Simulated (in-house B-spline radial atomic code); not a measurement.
# N⁵⁺: a helium-like spectrum by configuration interaction

Question: what is the low spectrum of N⁵⁺ as two electrons over the core none (bare nucleus)?

Method: configuration interaction of two valence electrons in the frozen-core Dirac-Hartree-Fock potential, then with screened core-valence correlation, Breit and QED (CI+MBPT), no-pair Dirac, B-spline basis. Code: an in-house B-spline radial atomic code, version 1.

### Step 1. The atom as given

| Quantity | Value |
| --- | --- |
| element | nitrogen (Z = 7) |
| charge | +5 |
| core | none (bare nucleus) |
| nucleus | mass number 14, rms radius 2.558 fm |

### Step 2. The run, and its levels

Settings of the run, as the program recorded them:

```ini
basis_form = 3
Z = 7
core_configuration = 
rms_radius = 2.5582
mass_number = 14
speed_of_light = 137.035999084
box_radius = 12.857
lmax = 6
intervals = 65
virtual_cutoff = 300.0
```

Launch:

```bash
python run_mb.py task.json out
```

The settings stand in task.json.

The program writes no log. Results of the run, from its result record (rounded, main fields):

```text
status: converged
ion: ["1s1/2", -24.5144534, -24.51599911]
complete_below [hartree]: -25.23212721
mean_screening: {}
ci_size: 2746
levels [hartree (two-electron valence energies)]:
  - {"J": 0, "odd": 0, "e": -44.7997902, "e_ci": -44.8071215, "match": 1.0, "conf": [["1s2", 0.995], ["1s2s", 0.00273]], "term": "1S", "term_weight": 1.0, "jj": "1/2,1/2"}
  - {"J": 1, "odd": 0, "e": -29.3756268, "e_ci": -29.3773716, "match": 1.0, "conf": [["1s2s", 0.989], ["1s3s", 0.00824]], "term": "3S", "term_weight": 1.0, "jj": "1/2,1/2", "g": 2.0023}
  - {"J": 1, "odd": 1, "e": -29.1365791, "e_ci": -29.138621, "match": 1.0, "conf": [["1s2p", 0.982], ["1s3p", 0.0138]], "term": "3P", "term_weight": 1.0, "jj": "1/2,1/2", "g": 1.5011}
  - {"J": 0, "odd": 1, "e": -29.1365158, "e_ci": -29.1394522, "match": 1.0, "conf": [["1s2p", 0.982], ["1s3p", 0.0138]], "term": "3P", "term_weight": 1.0, "jj": "1/2,1/2"}
  - {"J": 2, "odd": 1, "e": -29.1353064, "e_ci": -29.1369341, "match": 1.0, "conf": [["1s2p", 0.982], ["1s3p", 0.0138]], "term": "3P", "term_weight": 1.0, "jj": "1/2,3/2", "g": 1.5012}
  - {"J": 0, "odd": 0, "e": -29.1314722, "e_ci": -29.1340833, "match": 1.0, "conf": [["1s2s", 0.967], ["1s3s", 0.0214]], "term": "1S", "term_weight": 1.0, "jj": "1/2,1/2"}
  - {"J": 1, "odd": 1, "e": -28.9748597, "e_ci": -28.9762901, "match": 1.0, "conf": [["1s2p", 0.966], ["1s3p", 0.0248]], "term": "1P", "term_weight": 1.0, "jj": "1/2,3/2", "g": 1.0}
  - {"J": 1, "odd": 0, "e": -26.6144586, "e_ci": -26.6160636, "match": 1.0, "conf": [["1s3s", 0.957], ["1s4s", 0.029]], "term": "3S", "term_weight": 1.0, "jj": "1/2,1/2", "g": 2.0023}
  - {"J": 0, "odd": 0, "e": -26.5497702, "e_ci": -26.5516797, "match": 1.0, "conf": [["1s3s", 0.919], ["1s4s", 0.0513]], "term": "1S", "term_weight": 1.0, "jj": "1/2,1/2"}
  - {"J": 1, "odd": 1, "e": -26.5496544, "e_ci": -26.5513561, "match": 1.0, "conf": [["1s3p", 0.937], ["1s4p", 0.0425]], "term": "3P", "term_weight": 1.0, "jj": "1/2,1/2", "g": 1.5011}
  - {"J": 0, "odd": 1, "e": -26.5496176, "e_ci": -26.5515981, "match": 1.0, "conf": [["1s3p", 0.937], ["1s4p", 0.0426]], "term": "3P", "term_weight": 1.0, "jj": "1/2,1/2"}
  - {"J": 2, "odd": 1, "e": -26.5492972, "e_ci": -26.5508642, "match": 1.0, "conf": [["1s3p", 0.937], ["1s4p", 0.0424]], "term": "3P", "term_weight": 1.0, "jj": "1/2,3/2", "g": 1.5012}
  - {"J": 1, "odd": 0, "e": -26.5162126, "e_ci": -26.5178254, "match": 1.0, "conf": [["1s3d", 0.96], ["1s4d", 0.034]], "term": "3D", "term_weight": 1.0, "jj": "1/2,3/2", "g": 0.49884}
  - {"J": 2, "odd": 0, "e": -26.5162043, "e_ci": -26.5177473, "match": 0.999, "conf": [["1s3d", 0.96], ["1s4d", 0.0339]], "term": "3D", "term_weight": 0.991, "jj": "1/2,3/2", "g": 1.1655}
  - {"J": 3, "odd": 0, "e": -26.5160905, "e_ci": -26.5176111, "match": 1.0, "conf": [["1s3d", 0.96], ["1s4d", 0.0339]], "term": "3D", "term_weight": 1.0, "jj": "1/2,5/2", "g": 1.3341}
  - {"J": 2, "odd": 0, "e": -26.5147252, "e_ci": -26.5162782, "match": 0.999, "conf": [["1s3d", 0.959], ["1s4d", 0.0345]], "term": "1D", "term_weight": 0.991, "jj": "1/2,5/2", "g": 1.0016}
  - {"J": 1, "odd": 1, "e": -26.5043958, "e_ci": -26.5059163, "match": 1.0, "conf": [["1s3p", 0.906], ["1s4p", 0.0612]], "term": "1P", "term_weight": 1.0, "jj": "1/2,3/2", "g": 1.0}
  - {"J": 1, "odd": 0, "e": -25.6806131, "e_ci": -25.682184, "match": 1.0, "conf": [["1s4s", 0.904], ["1s5s", 0.0627]], "term": "3S", "term_weight": 1.0, "jj": "1/2,1/2", "g": 2.0023}
  - {"J": 0, "odd": 0, "e": -25.6543862, "e_ci": -25.6561165, "match": 1.0, "conf": [["1s4s", 0.852], ["1s5s", 0.0945]], "term": "1S", "term_weight": 1.0, "jj": "1/2,1/2"}
  - {"J": 1, "odd": 1, "e": -25.6541414, "e_ci": -25.655762, "match": 1.0, "conf": [["1s4p", 0.87], ["1s5p", 0.0849]], "term": "3P", "term_weight": 1.0, "jj": "1/2,1/2", "g": 1.5011}
  - {"J": 0, "odd": 1, "e": -25.654109, "e_ci": -25.6558634, "match": 1.0, "conf": [["1s4p", 0.87], ["1s5p", 0.0851]], "term": "3P", "term_weight": 1.0, "jj": "1/2,1/2"}
  - {"J": 2, "odd": 1, "e": -25.6540008, "e_ci": -25.6555559, "match": 1.0, "conf": [["1s4p", 0.87], ["1s5p", 0.0847]], "term": "3P", "term_weight": 1.0, "jj": "1/2,3/2", "g": 1.5012}
  - {"J": 1, "odd": 0, "e": -25.6403602, "e_ci": -25.6419385, "match": 1.0, "conf": [["1s4d", 0.883], ["1s5d", 0.0809]], "term": "3D", "term_weight": 1.0, "jj": "1/2,3/2", "g": 0.49884}
  - {"J": 2, "odd": 0, "e": -25.6403592, "e_ci": -25.6419048, "match": 0.999, "conf": [["1s4d", 0.883], ["1s5d", 0.0808]], "term": "3D", "term_weight": 0.994, "jj": "1/2,3/2", "g": 1.166}
  - {"J": 3, "odd": 0, "e": -25.6403141, "e_ci": -25.641848, "match": 1.0, "conf": [["1s4d", 0.883], ["1s5d", 0.0808]], "term": "3D", "term_weight": 1.0, "jj": "1/2,5/2", "g": 1.3341}
  - {"J": 2, "odd": 0, "e": -25.6395615, "e_ci": -25.6411102, "match": 0.999, "conf": [["1s4d", 0.881], ["1s5d", 0.0818]], "term": "1D", "term_weight": 0.994, "jj": "1/2,5/2", "g": 1.001}
  - {"J": 3, "odd": 1, "e": -25.6395407, "e_ci": -25.641079, "match": 0.998, "conf": [["1s4f", 0.948], ["1s5f", 0.047]], "term": "3F", "term_weight": 0.617, "jj": "1/2,5/2", "g": 1.0515}
  - {"J": 2, "odd": 1, "e": -25.6395256, "e_ci": -25.6410821, "match": 1.0, "conf": [["1s4f", 0.948], ["1s5f", 0.0471]], "term": "3F", "term_weight": 1.0, "jj": "1/2,5/2", "g": 0.66589}
  - "... 21 more rows left out ..."
```

Run time: 35 s. Hardware: 1 thread, shared host.

Fields of a level: J, parity (odd), the two-electron energy e with all corrections and e_ci from plain CI (hartree), match between the two, leading configurations in the ion's orbitals, term and its weight, jj label, Landé g.

Levels above complete_below are not shown. The record's own labels can count the outer n one higher than the tables below, which number each series by energy.

### Step 3. The levels above the ground level

Excitation energies (eV). The table gives the lowest levels of the complete part, and series are numbered by energy.

```
    level  purity      g      CI  CI+MBPT
  1s2 1S0    1.00      -    0.00     0.00
 1s2s 3S1    1.00  2.002  419.86   419.71
1s2p 3P°1    1.00  1.501  426.36   426.22
1s2p 3P°0    1.00      -  426.34   426.22
1s2p 3P°2    1.00  1.501  426.41   426.25
 1s2s 1S0    1.00      -  426.49   426.36
1s2p 1P°1    1.00  1.000  430.78   430.62
 1s3s 3S1    1.00  2.002  495.00   494.85
 1s3s 1S0    1.00      -  496.76   496.61
1s3p 3P°1    1.00  1.501  496.76   496.61
1s3p 3P°0    1.00      -  496.76   496.61
1s3p 3P°2    1.00  1.501  496.78   496.62
 1s3d 3D1    1.00  0.499  497.68   497.52
 1s3d 3D2    0.99  1.165  497.68   497.52
 1s3d 3D3    1.00  1.334  497.68   497.52
 1s3d 1D2    0.99  1.002  497.72   497.56
1s3p 1P°1    1.00  1.000  498.00   497.84
 1s4s 3S1    1.00  2.002  520.42   520.26
 1s4s 1S0    1.00      -  521.13   520.97
1s4p 3P°1    1.00  1.501  521.14   520.98
1s4p 3P°0    1.00      -  521.13   520.98
1s4p 3P°2    1.00  1.501  521.14   520.98
 1s4d 3D1    1.00  0.499  521.51   521.35
 1s4d 3D2    0.99  1.166  521.51   521.35
 1s4d 3D3    1.00  1.334  521.51   521.36
 1s4d 1D2    0.99  1.001  521.53   521.38
1s4f 3F°3    0.62  1.052  521.53   521.38
1s4f 3F°2    1.00  0.666  521.53   521.38
1s4f 3F°4    1.00  1.251  521.54   521.38
1s4f 1F°3    0.62  1.032  521.54   521.38
1s4p 1P°1    1.00  1.000  521.65   521.49
 1s5s 3S1    1.00  2.002  532.00   531.84
```

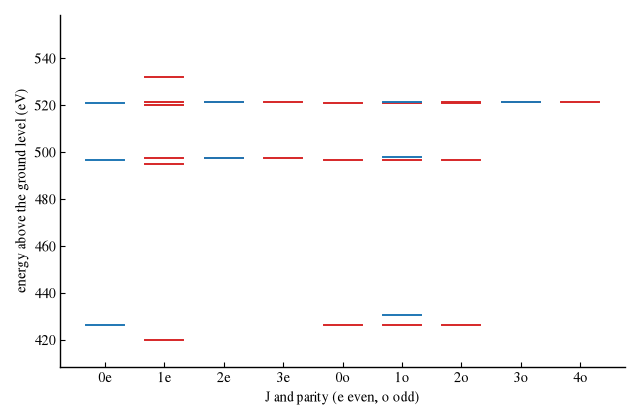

Levels by J and parity; leading term singlet in blue, triplet in red (the ground level lies below the frame).

### Step 4. Matrix elements and lines

In the record:

```text
transitions:
  - ["E1", 2, 0, 0.0022323, 0.0022323]
  - ["E1", 2, 1, 0.83418, 0.83418]
  - ["E1", 3, 1, 0.4816, 0.4816]
  - ["E1", 4, 1, -1.0772, -1.0772]
  - ["E1", 5, 2, -0.0073398, -0.0073398]
  - ["E1", 6, 0, 0.25269, 0.25269]
  - ["E1", 6, 1, -0.0075285, -0.0075285]
  - ["E1", 6, 5, 0.86737, 0.86737]
  - ["E1", 7, 2, 0.19378, 0.19378]
  - ["E1", 7, 3, -0.11206, -0.11206]
  - ["E1", 7, 4, 0.25065, 0.25065]
  - ["E1", 7, 6, -0.0020583, -0.0020583]
  - ["E1", 8, 2, 0.0013374, 0.0013374]
  - ["E1", 8, 6, 0.19197, 0.19197]
  - ["E1", 9, 0, -0.00099071, -0.00099071]
  - ["E1", 9, 1, 0.42074, 0.42074]
  - ["E1", 9, 5, 0.0046844, 0.0046844]
  - ["E1", 9, 7, 2.0727, 2.0727]
  - ["E1", 9, 8, -0.019643, -0.019643]
  - ["E1", 10, 1, 0.24291, 0.24291]
  - ["E1", 10, 7, 1.197, 1.197]
  - ["E1", 11, 1, -0.54278, -0.54278]
  - ["E1", 11, 7, -2.6766, -2.6766]
  - ["E1", 12, 2, -0.53284, -0.53284]
  - ["E1", 12, 3, -0.61531, -0.61531]
  - ["E1", 12, 4, 0.13761, 0.13761]
  - ["E1", 12, 6, 0.0049378, 0.0049378]
  - ["E1", 12, 9, -1.1914, -1.1914]
  - ["E1", 12, 10, -1.3753, -1.3753]
  - ["E1", 12, 11, 0.30715, 0.30715]
  - "... 401 more rows left out ..."
```

Each row: multipole, upper and lower level (counted from 0 in the list of levels), and the reduced element with and without core polarisation (atomic units; M1 in Bohr magnetons).

A choice of fast lines, with preference for those that end on the four lowest levels:

```
kind      upper      lower  wavelength (nm)  rate (1/s)      gf
  E1  1s2p 1P°1    1s2 1S0           2.8792    1.81e+12   0.674
  E1  1s3p 1P°1    1s2 1S0           2.4904    5.15e+11   0.144
  E1  1s4p 1P°1    1s2 1S0           2.3775    2.14e+11  0.0545
  E1  1s3p 3P°1   1s2s 3S1           16.123    2.85e+10   0.334
  E1  1s3p 3P°0   1s2s 3S1           16.123    2.85e+10   0.111
  E1  1s3p 3P°2   1s2s 3S1           16.121    2.85e+10   0.555
  E1  1s4p 3P°0   1s2s 3S1           12.243    1.29e+10  0.0289
  E1   1s3d 3D1  1s2p 3P°1           17.388    3.65e+10   0.496
  E1   1s3d 3D2  1s2p 3P°1           17.388    6.52e+10    1.48
  E1   1s4d 3D2  1s2p 3P°1           13.032    2.16e+10   0.275
  E1   1s3d 3D1  1s2p 3P°0           17.389    4.86e+10   0.661
  E1   1s4d 3D1  1s2p 3P°0           13.032    1.61e+10   0.123
  E1   1s3d 3D3  1s2p 3P°2           17.396    8.75e+10    2.78
  E1   1s3d 1D2  1s2p 1P°1           18.521    8.13e+10    2.09
  E2   1s3d 1D2    1s2 1S0           2.4918    5.70e+07       -
  E2   1s4d 1D2    1s2 1S0           2.3780    3.19e+07       -
  E2   1s3d 3D1   1s2s 3S1           15.935    3.44e+06       -
  E2   1s3d 3D2   1s2s 3S1           15.934    3.41e+06       -
  E2   1s3d 3D3   1s2s 3S1           15.934    3.45e+06       -
```

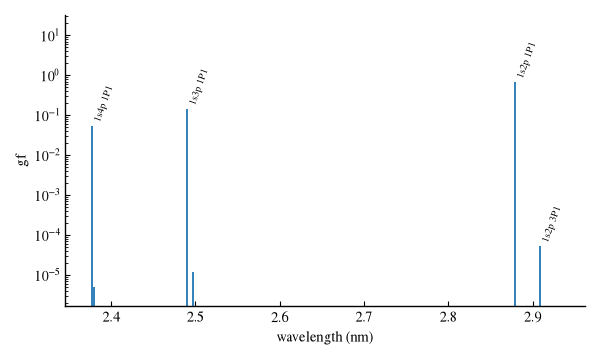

Electric-dipole absorption from the ground level.

### Step 5. What came out

```
                               quantity                                                          value
                           ground level                                                        1s2 1S0
                      ionisation energy                                 551.99 eV (plain CI 552.15 eV)
                    first excited level                                          1s2s 3S1 at 419.71 eV
   strongest line from the ground level                                1s2p 1P°1, 2.879 nm, gf = 0.674
                       largest CI block                                                           2746
tabulated theoretical ionisation energy  552.07 eV (NIST Atomic Spectra Database, ionization energies)
```

The ground level is 1s2 1S0; the corrections beyond plain CI change the ionisation energy by -0.16 eV, to 551.99 eV. The lowest 12 levels have a mean term purity of 1.00, so LS labels hold well. The spin-changing line from 1s2p 3P°1 has a rate of 1.37e+08 1/s, against 1.81e+12 1/s for the strongest allowed line to the ground level; rates also scale with the cube of the energy, so the ratio isn't the spin rule alone. The tabulated theoretical ionisation energy is 552.07 eV, so the final value is off by -0.014 %. With no core the corrections are the Breit and QED terms alone; nuclear recoil is left out.
